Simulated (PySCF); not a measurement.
**M06-2X/def2-SVP run of AlH (SMILES [AlH])**

Aim: the energy change on altering one bond length of AlH at M06-2X/def2-SVP, from 2 runs. The job is set up through a Python script.

The results are computed with PySCF 2.14.0.

10 further runs of the same task are left out: 10 set aside as unsound or not needed.

### 1 The system as given

The species is AlH (2 atoms), meant as a singlet with charge 0. As SMILES, `[AlH]`. The coordinates come from a PBE0-D4/def2-TZVP relaxation.

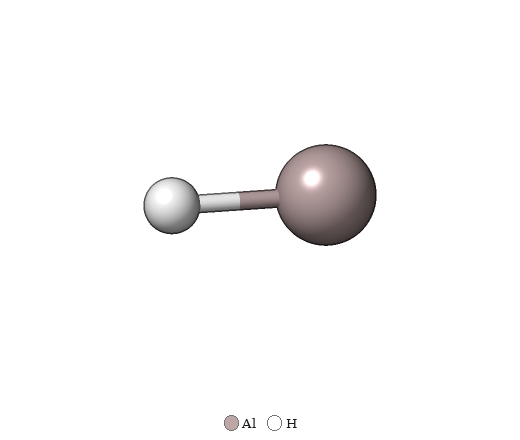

The structure, seen from a chosen angle (aluminium light grey, hydrogen white).

### 2 The energy at M06-2X/def2-SVP

job.py

```python
from pyscf import gto, dft

mol = gto.M(
    atom=[
    ('Al', (-0.000000, 0.000000, -0.025640)),
    ('H', (0.000000, -0.000000, 1.639110)),
],
    max_memory=1860,
    verbose=4,
    basis='def2-svp',
)

ks = dft.RKS(mol, xc='m06-2x')
ks.grids.level = 5
ks.conv_tol = 1e-10
ks.kernel()
if not ks.converged:
    ks = ks.newton().run(ks.mo_coeff, ks.mo_occ)

e_tot = ks.e_tot
print('E(%s) = %.9f' % ('M06-2X', e_tot))
```

The run is started by

```sh
$ OMP_NUM_THREADS=1 python job.py
```

The log of the run:

```text
PySCF version 2.14.0

[INPUT] num. atoms = 2
[INPUT] num. electrons = 14
[INPUT] charge = 0
[INPUT] spin (= nelec alpha-beta = 2S) = 0
[INPUT] symmetry False subgroup None
[INPUT] Mole.unit = angstrom
[INPUT] Symbol           X                Y                Z      unit          X                Y                Z       unit  Magmom
[INPUT]  1 Al     0.000000000000   0.000000000000  -0.025640000000 AA    0.000000000000   0.000000000000  -0.048452577834 Bohr   0.0
[INPUT]  2 H      0.000000000000   0.000000000000   1.639110000000 AA    0.000000000000   0.000000000000   3.097468988036 Bohr   0.0

nuclear repulsion = 4.13233442977024
number of shells = 11
number of NR pGTOs = 43
number of NR cGTOs = 23
basis = def2-svp
ecp = {}

******** <class 'pyscf.dft.rks.RKS'> ********
method = RKS
initial guess = minao
damping factor = 0
level_shift factor = 0
DIIS = <class 'pyscf.scf.diis.CDIIS'>
diis_start_cycle = 1
diis_space = 8
diis_damp = 0
SCF conv_tol = 1e-10
SCF conv_tol_grad = None
SCF max_cycles = 50
direct_scf = True
direct_scf_tol = 1e-13
XC library pyscf.dft.libxc version 7.0.0
    S. Lehtola, C. Steigemann, M. J.T. Oliveira, and M. A.L. Marques.,  SoftwareX 7, 1–5 (2018)
XC functionals = m06-2x
    Y. Zhao and D. G. Truhlar.,  Theor. Chem. Acc. 120, 215 (2008)
    Y. Zhao and D. G. Truhlar.,  Theor. Chem. Acc. 120, 215 (2008)
radial grids:
    Treutler-Ahlrichs [JCP 102, 346 (1995); DOI:10.1063/1.469408] (M4) radial grids

becke partition: Becke, JCP 88, 2547 (1988); DOI:10.1063/1.454033
pruning grids: <function nwchem_prune>
grids dens level: 5
symmetrized grids: False
atomic radii adjust function: <function treutler_atomic_radii_adjust>
small_rho_cutoff = 0
Set gradient conv threshold to 1e-05
Initial guess from minao.
tot grids = 66592
init E= -242.710779490176
  HOMO = -0.196981738885598  LUMO = -0.0520061253053462  gap/eV = 3.94499
cycle= 1 E= -242.869486995631  delta_E= -0.159  |g|= 0.111  |ddm|= 1.05
  HOMO = -0.243092401978058  LUMO = -0.0431193285275678  gap/eV = 5.44154
cycle= 2 E= -242.875888054815  delta_E= -0.0064  |g|= 0.0296  |ddm|= 0.335
  HOMO = -0.243340243808887  LUMO = -0.0358533209337232  gap/eV = 5.64601
cycle= 3 E= -242.876377828408  delta_E= -0.00049  |g|= 0.0036  |ddm|= 0.0771
  HOMO = -0.243647385259755  LUMO = -0.0356178045359465  gap/eV = 5.66077
cycle= 4 E= -242.876387937225  delta_E= -1.01e-05  |g|= 0.000679  |ddm|= 0.0141
  HOMO = -0.243725765165717  LUMO = -0.0357486538678598  gap/eV = 5.65935
cycle= 5 E= -242.876388286186  delta_E= -3.49e-07  |g|= 0.000111  |ddm|= 0.00232
  HOMO = -0.24370562968784  LUMO = -0.035733867167893  gap/eV = 5.65920
cycle= 6 E= -242.87638829474  delta_E= -8.55e-09  |g|= 1.02e-05  |ddm|= 0.000548
  HOMO = -0.243710569510761  LUMO = -0.0357377382393645  gap/eV = 5.65923
cycle= 7 E= -242.876388294822  delta_E= -8.27e-11  |g|= 2.01e-06  |ddm|= 5.5e-05
  HOMO = -0.243710317460803  LUMO = -0.0357375113219261  gap/eV = 5.65923
Extra cycle  E= -242.876388294827  delta_E= -4.38e-12  |g|= 4.73e-07  |ddm|= 1.53e-05
converged SCF energy = -242.876388294827
E(M06-2X) = -242.876388295
```

Run time: 1.6 s. Hardware: 1 thread of Arm Neoverse V2, shared host; peak memory 0.19 GiB.

### 3 The distorted shape, same level

calc.py

```python
from pyscf import gto, dft

mol = gto.Mole()
mol.atom = 'Al -0.000000 0.000000 -1.357490; H 0.000000 -0.000000 1.639110'
mol.verbose = 3
mol.basis = 'def2-svp'
mol.max_memory = 1860
mol.charge = 0
mol.spin = 0
mol.build()

calc0 = dft.RKS(mol, xc='m06-2x')
calc0.grids.level = 5
calc0.conv_tol = 1e-10
calc0.kernel()
if not calc0.converged:
    calc0 = calc0.newton().run(calc0.mo_coeff, calc0.mo_occ)

etot = calc0.e_tot
print(f'total energy: {etot:.8f} hartree')
```

The run is started by

```sh
$ OMP_NUM_THREADS=1 python calc.py
```

The log of the run:

```text
converged SCF energy = -242.789079359432
total energy: -242.78907936 hartree
```

Wall time 1.9 s (1 thread of Arm Neoverse V2, shared host); peak memory 0.18 GiB.

### 4 What came out

Level: M06-2X/def2-SVP.

```
                                                          quantity          value
                                         first shape: total energy  -242.87639 Eh
                                        first shape: dipole moment         0.11 D
                                          first shape: HOMO energy       -6.63 eV
                                          first shape: LUMO energy       -0.97 eV
                                        first shape: HOMO–LUMO gap        5.66 eV
                                     distorted shape: total energy  -242.78908 Eh
                                    distorted shape: dipole moment         5.01 D
                                      distorted shape: HOMO energy       -5.67 eV
                                      distorted shape: LUMO energy       -1.80 eV
                                    distorted shape: HOMO–LUMO gap        3.86 eV
energy change with the Al1–H2 bond stretched from 1.665 to 2.997 Å       2.376 eV
```

One bond (distorted shape) is far stretched, which a spin-restricted single reference describes badly; a broken-symmetry solution may lie lower. With the Al1–H2 bond stretched from 1.665 to 2.997 Å the energy rises by 2.38 eV (55 kcal/mol). The first shape isn't relaxed at this level, so the change isn't measured from a minimum. A restricted reference can't describe the breaking bond well at this length.
